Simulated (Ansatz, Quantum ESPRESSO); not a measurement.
# Pd(110), 5 layers against a metal electrode: the electrode's level over the Fermi level at a withheld member of a series

How the rows were computed: Quantum ESPRESSO 7.5, PBE, GBRV ultrasoft. The slab is relaxed neutral, then held. ESM with bc3: vacuum below and a metal electrode about 6 Å above the top atoms. Cold smearing of 0.02 Ry. Charges are set per cell from the starting area. The slabs take the lattice constants of the bulk relaxed by the same program. The series steps the charge of the slab (positive: electrons removed).

| charge of the slab | electrode's level over the Fermi level (eV) |
| --- | --- |
| 1 ×10¹³ e/cm² | 5.628 |
| 2 ×10¹³ e/cm² | 6.494 |
| 3 ×10¹³ e/cm² | 7.365 |
| 4.5 ×10¹³ e/cm² | 8.682 |
| 6 ×10¹³ e/cm² | 10.010 |
| 7 ×10¹³ e/cm² | 10.899 |

To predict: What is the electrode's level over the Fermi level at 8 ×10¹³ e/cm²?

By hand: The rows at 6 ×10¹³ e/cm² and 7 ×10¹³ e/cm² give a slope of (10.899 − (10.010))/(7 − (6)) = 0.889, so a straight line gives 11.788 eV. A parabola through these and the row at 4.5 ×10¹³ e/cm² gives 11.791 eV.

**The withheld run.** 11.793 eV. The line misses by −0.005 and the parabola by −0.002 eV. Both misses are under 5 % of the step from the nearer row.

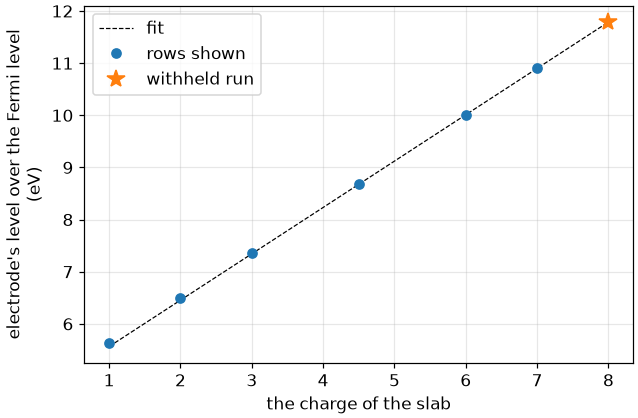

The rows shown, the fit and the withheld run.

Caveats: Vacuum fills the gap; ions don't answer the charge; added electrons can spill towards the electrode at the most negative charges. Charges count on the starting cell, which the relaxation changed by some per cent. Members without a usable value, or on the other side of zero field or charge, are not listed.
